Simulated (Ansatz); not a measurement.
# CH5AlS: the cost of one run

Program: Ansatz 0.2.0, Gaussian basis. Level of theory: PBE0-D4/def2-SVP. These are calculated values, not measurements.

16 further runs of the same task are left out: 16 set aside as unsound or not needed.

## (1) The system as given

The first end: 8 atoms, charge 0, spin multiplicity 1.

Atoms are counted from 1 here; the program's logs count them from 0.

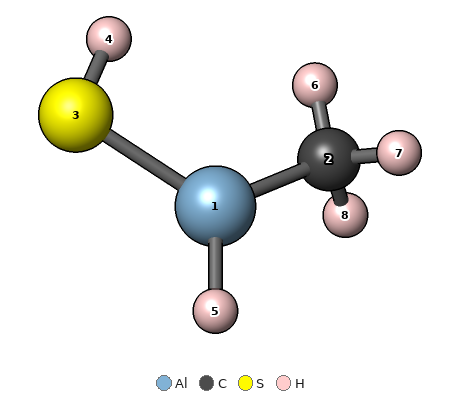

Start geometry, drawn with aluminium light blue, carbon dark grey, sulfur yellow, hydrogen pink; atoms are numbered from 1 in the order of the file.

Geometry (Å):

```mol
CH5AlS
  3D, bonds by distance, orders not assigned

  8  7  0  0  0  0  0  0  0  0999 V2000
   -0.8837    0.2083    0.2759 Al  0  0
    1.0425    0.0300    0.4880 C   0  0
   -1.8757   -0.3012   -1.6066 S   0  0
   -0.7366   -0.6579   -2.2241 H   0  0
   -1.8531    0.7208    1.4171 H   0  0
    1.5422   -0.3382   -0.4105 H   0  0
    1.4892    0.9943    0.7514 H   0  0
    1.2754   -0.6562    1.3088 H   0  0
  1  2  8  0
  1  3  8  0
  1  5  8  0
  2  6  8  0
  2  7  8  0
  2  8  8  0
  3  4  8  0
M  END
```

The second end:

```xyz
8

Al   -1.9209    0.2639    0.0421
C     1.2002   -0.1387    0.0511
S    -2.5346   -0.2742   -1.7858
H     0.5486   -0.3437   -0.8039
H    -1.5889    0.7160    1.5069
H     2.2226   -0.3725   -0.2454
H     1.1458    0.9136    0.3329
H     0.9272   -0.7644    0.9019
```

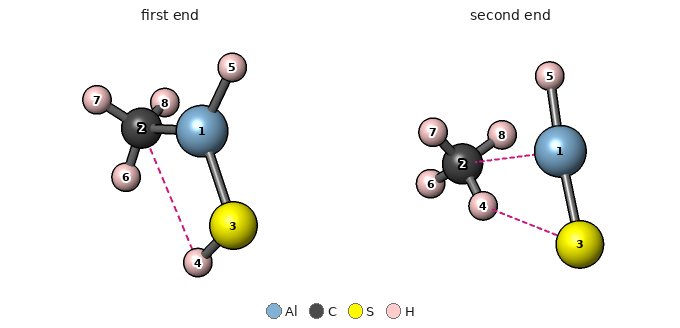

The two ends; dashed lines mark the contacts followed along the path.

## (2) The band at PBE0-D4/def2-SVP

The input, neb/in.yaml:

```yaml
crystal:
  periodic: [false, false, false]
  atoms:
    - {symbol: Al, position_ang: [-0.883703, 0.208265, 0.275929]}
    - {symbol: C, position_ang: [1.042460, 0.030002, 0.487993]}
    - {symbol: S, position_ang: [-1.875712, -0.301172, -1.606614]}
    - {symbol: H, position_ang: [-0.736590, -0.657852, -2.224099]}
    - {symbol: H, position_ang: [-1.853124, 0.720837, 1.417117]}
    - {symbol: H, position_ang: [1.542212, -0.338195, -0.410490]}
    - {symbol: H, position_ang: [1.489192, 0.994314, 0.751369]}
    - {symbol: H, position_ang: [1.275365, -0.656199, 1.308795]}
basis:
  gaussian: {orbitals: def2-SVP}
hamiltonian: {xc: pbe0, dispersion: d4}
neb:
  images: 5
  climbing: true
  max_iterations: 40
  initial_path: idpp
  final_atoms:
    - {symbol: Al, position_ang: [-1.920874, 0.263928, 0.042143]}
    - {symbol: C, position_ang: [1.200201, -0.138713, 0.051138]}
    - {symbol: S, position_ang: [-2.534599, -0.274249, -1.785761]}
    - {symbol: H, position_ang: [0.548592, -0.343701, -0.803854]}
    - {symbol: H, position_ang: [-1.588876, 0.715963, 1.506927]}
    - {symbol: H, position_ang: [2.222647, -0.372513, -0.245426]}
    - {symbol: H, position_ang: [1.145814, 0.913638, 0.332910]}
    - {symbol: H, position_ang: [0.927194, -0.764353, 0.901926]}
```

On the command line:

```sh
$ ansatz run in.yaml --threads 2 --pin off --events-out ev --progress --plain --max-ram 4352MiB
```

**Question.** How long does this run take on 2 threads of Arm Neoverse V2, shared host?

About 1.9 min.
